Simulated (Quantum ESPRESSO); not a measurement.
# Voltage at the next charge: Cd(0001), 4 layers against an electrode

Method. Quantum ESPRESSO 7.5, PBE, GBRV ultrasoft; ESM with bc3, a metal electrode 5.91 Å above the top atoms; cell area 7.691 Å²; ions fixed. V is the potential energy of an electron at the electrode over the slab's Fermi level, divided by e, so that it equals the work function at zero charge; positive charge removes electrons.

```tsv
charge (e a cell)	V (V)
0	3.681
0.0115	4.849
0.0231	6.047
```

To predict: What is V at a charge of 0.0461 e, and what capacitance do the rows imply?

**Fit.** The last two rows give dV/dq = (6.047 − 4.849)/(0.0231 − 0.0115) = 103.3 V/e, so C = 1602/(7.691 × 103.3) = 2.02 µF/cm², an effective gap of 8.854/2.02 = 4.39 Å. At constant C, V = 6.047 + 103.3 × 0.023 = 8.42 V.

**Check.** V = 8.463 V; the estimate misses by −0.04 V, 1.7 % of the step. Over the three intervals C goes 2.05, 2.02 and 1.98 µF/cm²: it falls as electrons leave, the surface charge drawing back towards the atoms.

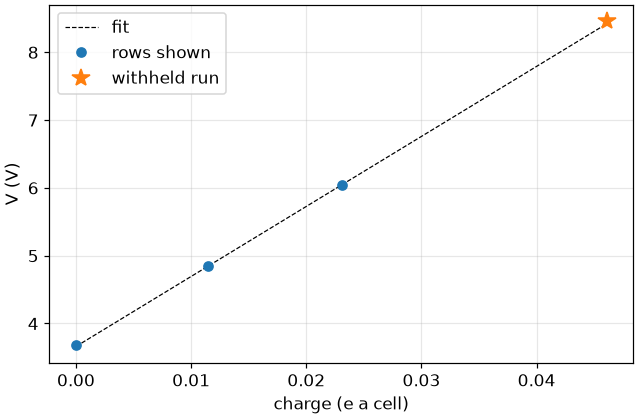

The rows shown, the fit and the withheld run.

**Limits.** Vacuum fills the gap; a dielectric or electrolyte would change C. The slab is thin.

[Logs are printed without paths, hosts, clocks, repeated set-up lines and the standing remarks that a program may print on its own settings, such as how far it seeks lower states.]
